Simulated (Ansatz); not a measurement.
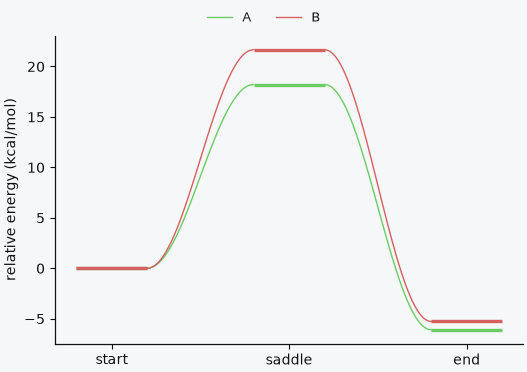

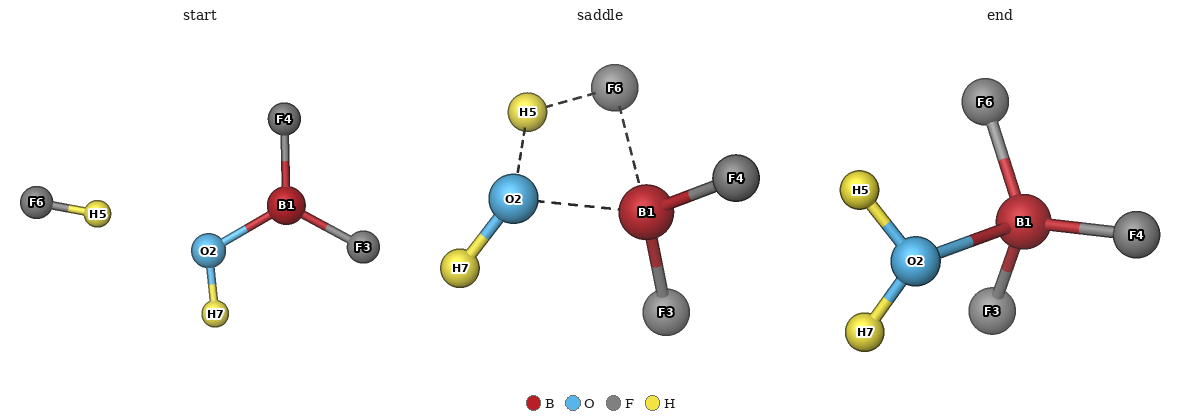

One elementary step of BH₂OF₃: start, first-order saddle point (changing pairs dashed) and end. Electronic energies at PBE0-D4/def2-TZVP geometries, energies in def2-TZVPP, the Ansatz code; cores frozen in correlated methods, no zero-point terms. Start and end are the structures at the ends of the path (complexes, where there are several molecules). The limit is the MP2 basis limit plus CCSD(T) less MP2 in triple zeta. Lines between the levels only guide the eye.

Q: Which bonds change in the step?

A: B1–F6 (3.76 → 1.65 → 1.35 Å) and O2–H5 (1.77 → 1.27 → 0.96 Å) form; H5–F6 (0.93 → 1.12 → 2.35 Å) breaks; B1–O2 (1.36 → 1.49 → 1.77 Å) stretches to a weak contact (lengths at start, saddle and end; changes of bond order aren't listed). The imaginary mode at the saddle is 964.5i cm⁻¹ (PBE0-D4).

Q: The profiles are CCSD(T) at the basis limit and PBE0-D4. Which is which?

A: A: PBE0-D4 (barrier 18.2, step −6.1 kcal/mol); B: CCSD(T) at the basis limit (barrier 21.7, step −5.3 kcal/mol).
